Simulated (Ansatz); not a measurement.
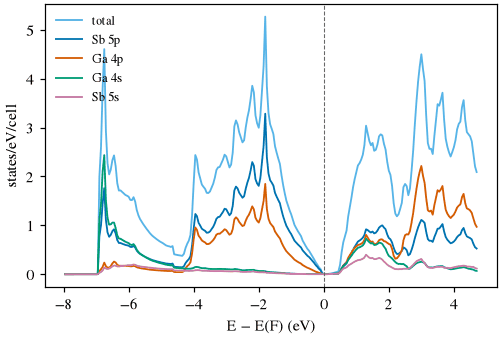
Figure: Total and projected density of states of GaSb (wurtzite, P6_3mc), the program Ansatz at the PBEsol level (PAW)

Task: Which orbitals carry the states next to the Fermi level?

Result: Within 0.5 eV of the Fermi level: Sb 5p 68 %, Ga 4p 23 %. Projections are on Löwdin-orthogonalised atomic valence shells; empty p or d shells of many metals are not among them.

Task: Where is the tallest occupied peak in this window, and what makes it?

Result: Near -1.8 eV, about 5.3 states/eV per cell; the largest projected share is Sb 5p.

The workflow started from a Materials Project entry (that database holds measured and hypothetical structures alike); the Crystallography Open Database copy checked does not list it. It is not the phase usual at ambient conditions (space group No. 216). The PBEsol relaxation kept the symmetry of its start; of distortions, only those at the zone centre were tested. Spin–orbit coupling is left out wherever it is not named.

Potentials: the later of the program's two PAW sets.
